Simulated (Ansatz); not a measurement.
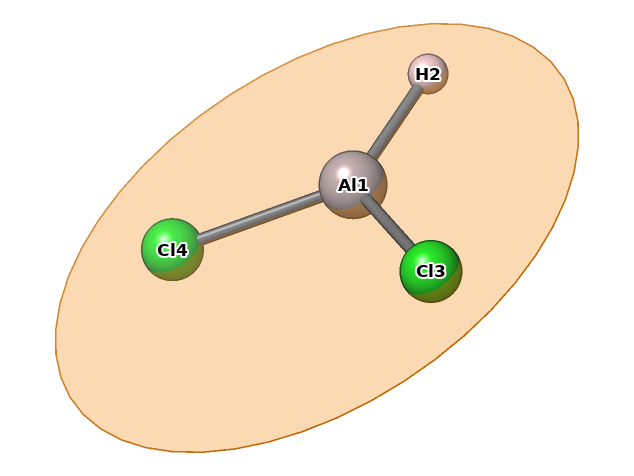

A disc through the centre of mass is drawn in. Atoms fade into the background with distance from the viewer. Computed geometry: PBE0-D4/def2-TZVP optimisation.

**Is the plane of the disc a mirror plane of the structure?**

Yes. The reflection leaves Al1, H2, Cl3, Cl4 in place. The point group is C2v.
